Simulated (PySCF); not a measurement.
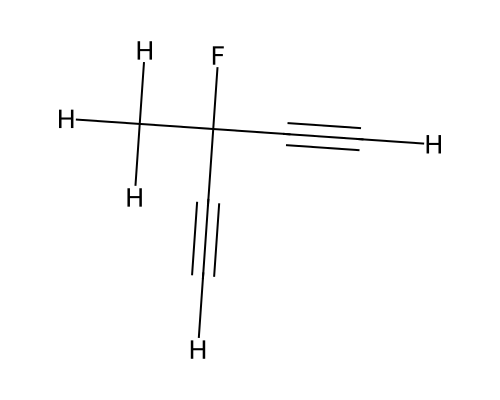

2D structure.

Question: Give its SMILES.

Answer: C#CC(C)(F)C#C

Question: Give the formula, hydrogens included.

Answer: C6H5F.

Question: An optimisation with GFN2-xTB gave a structure of which point group?

Answer: Cs.

The parts below concern this one geometry. Atoms keep their numbers from picture to picture. Computed geometry: GFN2-xTB optimisation. No frequency run is at hand to confirm it as a minimum.

Charges

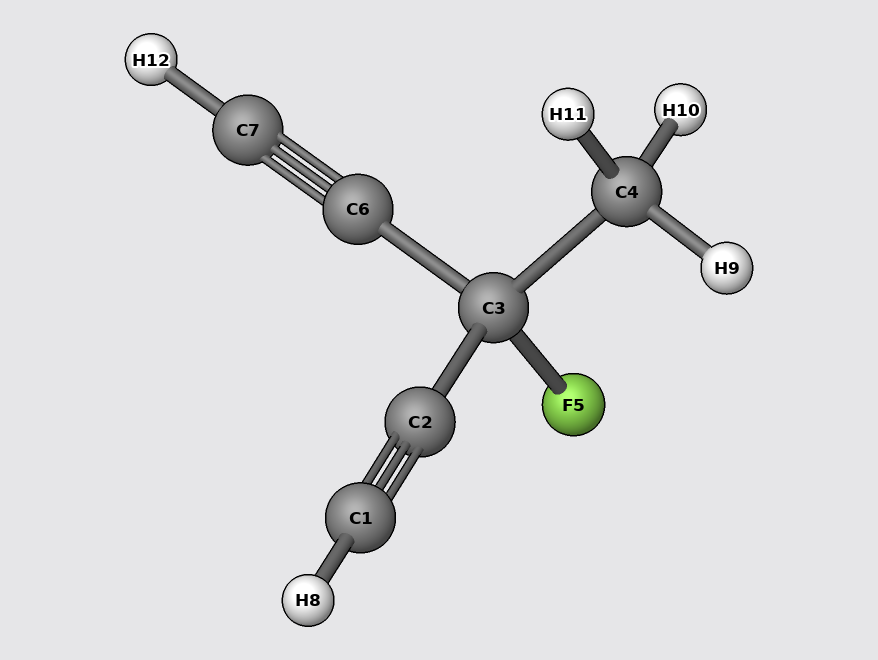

The questions are on IAO charges. No frequency run is at hand to confirm it as a minimum. Level of theory: PBE0/pcSseg-1, gas phase (PySCF 2.14.0).

List the IAO charges.

```tsv
atom	value (e)
C1	−0.20
C2	−0.04
C3	0.30
C4	−0.42
F5	−0.31
C6	−0.04
C7	−0.20
H8	0.21
H9	0.16
H10	0.16
H11	0.16
H12	0.21
```

Electronic properties

No frequency run is at hand to confirm it as a minimum. Properties computed with PBE0/def2-SVPD, gas phase (PySCF 2.14.0). Excitations: vertical, linear response.

Question: What is the brightest of the 8 lowest singlets?

Answer: 7.92 eV.

Question: Estimate the mean static polarisability.

Answer: 67.6 bohr³.

Question: Give the dipole moment at this level.

Answer: 2.00 D.

Question: Give the lowest vertical singlet excitation at this level.

Answer: 5.99 eV.

NMR shielding

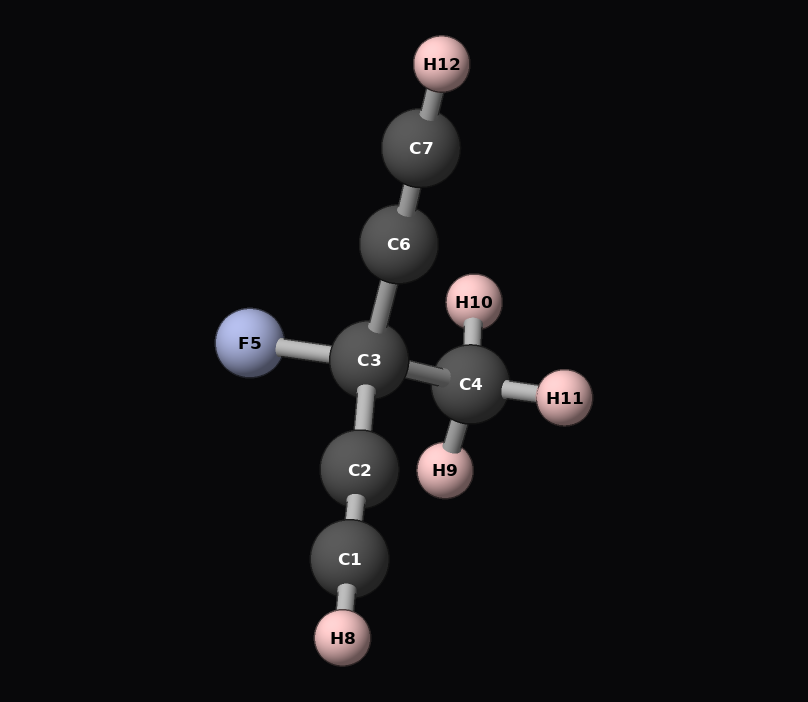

No frequency run is at hand to confirm it as a minimum. Properties computed with GIAO PBE0/pcSseg-1 NMR shielding, non-relativistic, gas phase (PySCF 2.14.0). Principal shieldings σ11 ≤ σ22 ≤ σ33, span Ω = σ33 − σ11, skew κ = 3(σiso − σ22)/Ω.

Give the shielding tensors of the F atoms.

```json
{"atom": "F5", "σ11": "272.5", "σ22": "325.0", "σ33": "379.3", "σiso": "325.6", "Ω": "106.7", "κ": "0.02"}
```

Shieldings and span in ppm.

Spin–spin coupling

No frequency run is at hand to confirm it as a minimum. Properties computed with B3LYP/pcJ-1 indirect spin-spin coupling, non-relativistic, gas phase (PySCF 2.14.0). Isotopes: 13C, 19F, 1H.

Give the spin–spin coupling constants of these pairs, with the number of bonds between them: C3/F5, C2/F5, C4/F5, F5/C6, C1/F5, F5/C7, F5/H11, F5/H10, F5/H9.

```tsv
pair	bonds apart	J (Hz)
C3, F5	1	−225.7
C2, F5	2	29.8
C4, F5	2	27.0
F5, C6	2	29.7
C1, F5	3	5.8
F5, C7	3	5.8
F5, H11	3	38.3
F5, H10	3	5.7
F5, H9	3	5.5
```

Density functionals are unreliable for couplings to fluorine, so those rows may be far off.
